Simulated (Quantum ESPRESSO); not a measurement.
# Dipole at the next field: honeycomb AsN, 3 layers, AB stacking

**Set-up.** Quantum ESPRESSO 7.5, LDA, GBRV ultrasoft; sawtooth field along the normal with dipole correction, ions clamped, threshold 1e-9 Ry; cell area 7.564 Å².

```tsv
field (V/Å)	dipole (e Å a cell)
0	0.14103
0.1	0.18954
0.2	0.23792
```

One more run was made and is withheld. What is the dipole at 0.4 V/Å, and what electrostatic thickness 4πα/A follows from the rows?

**Worked estimate.** The slope is (0.23792 − (0.14103))/0.2 = 0.4844 e Å²/V, so 4πα/A = 180.95 × 0.4844/7.564 = 11.59 Å. Linear response gives p = 0.14103 + 0.4844 × (0.4) = 0.33481 e Å; a parabola through the three rows gives 0.33429.

**Check.** p = 0.33426 e Å. The line misses by 0.3 % of the induced dipole and the parabola by 0.0 %. The response is linear over this range.

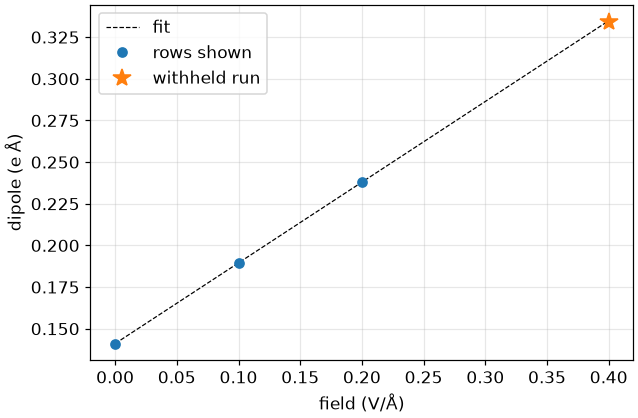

The rows shown, the fit and the withheld run.

**Limits.** Electrons alone respond; local and semilocal functionals tend to overscreen.

[Logs are printed without paths, hosts, clocks, repeated set-up lines and the standing remarks that a program may print on its own settings, such as how far it seeks lower states.]
